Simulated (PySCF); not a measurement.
The calculation's input:

```
{"job": {"kind": "epr", "basis": "pcH-1"}, "charge": 0, "multiplicity": 2}
C     -0.760069     0.914748     1.169798
C     -0.920596    -0.287175     0.321682
C     -1.717038    -0.082103    -0.956065
C      0.545628    -0.371336     0.079312
N      1.239878     0.264888    -0.835410
C      2.508688    -0.099900    -0.553377
N      2.617593    -0.903261     0.463390
O      1.333601    -1.097851     0.891939
H     -0.535827     0.815542     2.214712
H     -0.685209     1.878853     0.706010
H     -1.254499    -1.159763     0.886131
H     -1.288442     0.737022    -1.525511
H     -1.689451    -0.981001    -1.565707
H     -2.750779     0.148478    -0.712791
H      3.352108     0.230847    -1.122991
```

Launched as:

```sh
OMP_NUM_THREADS=1 python probes_run.py task.json out
```

Geometry: GFN2-xTB.

Theory: PySCF 2.14.0, density-fitted response routines, UKS B3LYP, pcH-1 on C H N O, non-relativistic, mean-field spin-orbit, GIAO.

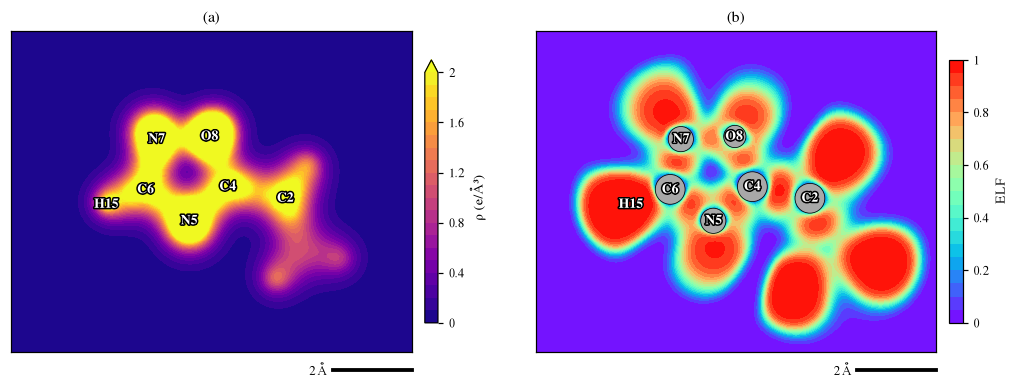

C$_{5}$H$_{7}$N$_{2}$O (doublet). (a) total electron density; (b) electron localisation function on the plane of atoms C6, N7 and O8. Grey discs cover the atomic cores in the ELF map.

### Interpret the plot.

- The plane passes through C, N, O and H nuclei.
- C–N (1.30 Å): ρ at the midpoint is about 2.7 e/Å³; the ELF peaks at about 0.90 between the atoms, as expected for localised, covalent bonding.
- C–O (1.35 Å): ρ is about 2.4 e/Å³ halfway, with its minimum of 2.1 e/Å³ about 0.5 Å from C; the ELF peaks at about 0.90 between the atoms: a polar covalent bond.
- N–O (1.37 Å): the density is about 2.3 e/Å³ at the midpoint; the ELF peaks at about 0.85 between the atoms: a covalent bond.
- C–C (1.49 Å): the density is about 1.7 e/Å³ at the midpoint; the ELF peaks at about 0.95 between the atoms, as expected for a shared electron pair.
- C–H (1.07 Å): ρ is about 2.1 e/Å³ halfway; the ELF climbs to about 1 towards the hydrogen, as it does in any bond to H; an ordinary covalent bond to hydrogen.
- The ELF also peaks beside N5, O8 and N7, away from the bonds: non-bonding electrons, paired or unpaired.
